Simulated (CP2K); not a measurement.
# GFN1-xTB run of Cu2 (SMILES [Cu][Cu])

Aim: the energy change on altering one bond length of Cu2 at GFN1-xTB, from 2 runs. 

The results are computed with CP2K 2026.2.

5 further runs of the same task are left out: 2 that didn't finish, 3 set aside as unsound or not needed.

### Step 1. The molecule

Cu2 has 2 atoms, charge 0, and is taken as a singlet. SMILES: `[Cu][Cu]`. Geometry: the measured bond length.

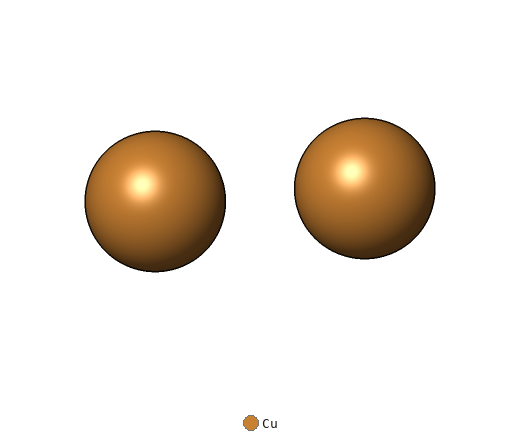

The structure, seen from a chosen angle (copper orange).

### Step 2. A single-point energy at GFN1-xTB

gas.inp reads:

```
&GLOBAL
  PROJECT_NAME gas
  RUN_TYPE ENERGY
  PRINT_LEVEL MEDIUM
&END
&FORCE_EVAL
  METHOD QS
  &DFT
    &QS
      METHOD XTB
      EPS_DEFAULT 1.0E-10
      &XTB
        GFN_TYPE TBLITE
        &TBLITE
          METHOD GFN1
        &END
        CHECK_ATOMIC_CHARGES F
      &END
    &END
    &POISSON
      PERIODIC NONE
      POISSON_SOLVER ANALYTIC
    &END
    &SCF
      SCF_GUESS ATOMIC
      EPS_SCF 1.0E-07
      MAX_SCF 150
      ADDED_MOS 2
      &DIAGONALIZATION
        ALGORITHM STANDARD
      &END
      &MIXING
        METHOD DIRECT_P_MIXING
        ALPHA 0.4
      &END
      &SMEAR ON
        METHOD FERMI_DIRAC
        ELECTRONIC_TEMPERATURE [K] 300
      &END
    &END
    &PRINT
      &MOMENTS
        PERIODIC F
        REFERENCE COM
        MAX_MOMENT 1
      &END
      &MO ON
        ENERGIES T
        OCCUPATION_NUMBERS T
        NDIGITS 6
        &EACH
          QS_SCF 0
        &END
        ADD_LAST NUMERIC
      &END
      &HIRSHFELD OFF
      &END
    &END
  &END
  &SUBSYS
    &CELL
      ABC 10 10 12.2
      PERIODIC NONE
    &END
    &COORD
      Cu     5.000000     5.000000     4.990150
      Cu     5.000000     5.000000     7.209850
    &END
  &END
&END
```

Launch:

```console
$ OMP_NUM_THREADS=1 cp2k.psmp gas.inp > gas.out
```

Log (excerpt; [...] marks lines left out):

```text
CP2K| version string:                                       CP2K version 2026.2
[...]
 GLOBAL| Method name                                                        CP2K
[...]
 GLOBAL| Run type                                                         ENERGY
[...]
                             - Atoms:                                          2
[...]
                             - Spherical basis functions:                     18
[...]
 Number of electrons:                                                         22
[...]
  *** SCF run converged in     4 steps ***
[...]
  Fermi energy:                                                -0.29580976788991
[...]
 TB_DIPOLE| Moment [Debye]          0.00000000       0.00000000       0.00000000
 TB_DIPOLE| Derivative [a.u.]       0.00000000       0.00000000       0.00000000
[...]
 ENERGY| Total FORCE_EVAL ( QS ) energy [hartree]             -8.981597828655133
[...]
```

Run time: 1.4 s. Hardware: 1 thread of Intel Xeon at 2.50GHz (Skylake/Cascade Lake), shared host; peak memory 0.19 GiB.

### Step 3. The distorted shape

mol.inp reads:

```
&GLOBAL
  PROJECT mol
  RUN_TYPE ENERGY
  PRINT_LEVEL MEDIUM
&END GLOBAL

&FORCE_EVAL
  METHOD QUICKSTEP
  &DFT
    &QS
      METHOD XTB
      EPS_DEFAULT 1.0E-10
      &XTB
        GFN_TYPE TBLITE
        &TBLITE
          METHOD GFN1
        &END TBLITE
        CHECK_ATOMIC_CHARGES F
      &END XTB
    &END QS
    # no periodic images
    &POISSON
      PERIODIC NONE
      POISSON_SOLVER ANALYTIC
    &END POISSON
    # SCF settings
    &SCF
      SCF_GUESS ATOMIC
      EPS_SCF 1.0E-07
      MAX_SCF 150
      ADDED_MOS 2
      &DIAGONALIZATION
        ALGORITHM STANDARD
      &END DIAGONALIZATION
      &MIXING
        METHOD DIRECT_P_MIXING
        ALPHA 0.4
      &END MIXING
      &SMEAR ON
        METHOD FERMI_DIRAC
        ELECTRONIC_TEMPERATURE [K] 300
      &END SMEAR
    &END SCF
    # extra output
    &PRINT
      &MOMENTS
        PERIODIC F
        REFERENCE COM
        MAX_MOMENT 1
      &END MOMENTS
      &MO ON
        ENERGIES T
        OCCUPATION_NUMBERS T
        NDIGITS 6
        &EACH
          QS_SCF 0
        &END EACH
        ADD_LAST NUMERIC
      &END MO
      &HIRSHFELD OFF
      &END HIRSHFELD
    &END PRINT
  &END DFT
  # structure
  &SUBSYS
    # vacuum box
    &CELL
      ABC 10 10 14
      PERIODIC NONE
    &END CELL
    &COORD
      Cu     5.000000     5.000000     5.002250
      Cu     5.000000     5.000000     8.997750
    &END COORD
  &END SUBSYS
&END FORCE_EVAL
```

Launch:

```console
$ OMP_NUM_THREADS=1 cp2k.psmp mol.inp > mol.out
```

Log (excerpt; [...] marks lines left out):

```text
CP2K| version string:                                       CP2K version 2026.2
[...]
 GLOBAL| Method name                                                        CP2K
[...]
 GLOBAL| Run type                                                         ENERGY
[...]
                             - Atoms:                                          2
[...]
                             - Spherical basis functions:                     18
[...]
 Number of electrons:                                                         22
[...]
  *** SCF run converged in     2 steps ***
[...]
  Fermi energy:                                                -0.29430581166625
[...]
 TB_DIPOLE| Moment [Debye]          0.00000000       0.00000000       0.00000000
 TB_DIPOLE| Derivative [a.u.]       0.00000000       0.00000000       0.00000000
[...]
 ENERGY| Total FORCE_EVAL ( QS ) energy [hartree]             -8.837131537390709
[...]
```

Wall time 1.6 s (1 thread of Intel Xeon at 2.50GHz (Skylake/Cascade Lake), shared host); peak memory 0.19 GiB.

### Step 4. What came out

At GFN1-xTB:

```
                                                           quantity        value
                                          first shape: total energy  -8.98160 Eh
             first shape: dipole moment (from atomic charges alone)       0.00 D
                                           first shape: HOMO energy    -10.11 eV
                                           first shape: LUMO energy     -7.15 eV
                                         first shape: HOMO–LUMO gap      2.95 eV
                                      distorted shape: total energy  -8.83713 Eh
         distorted shape: dipole moment (from atomic charges alone)       0.00 D
                                       distorted shape: HOMO energy     -8.53 eV
                                       distorted shape: LUMO energy     -7.49 eV
                                     distorted shape: HOMO–LUMO gap      1.04 eV
energy change with the Cu1–Cu2 bond stretched from 2.220 to 3.995 Å     3.931 eV
```

One bond (distorted shape) is far stretched, which a spin-restricted single reference describes badly. With the Cu1–Cu2 bond stretched from 2.220 to 3.995 Å the energy rises by 3.93 eV (91 kcal/mol). The first shape isn't relaxed at this level, so the change isn't measured from a minimum. A restricted reference can't describe the breaking bond well at this length.
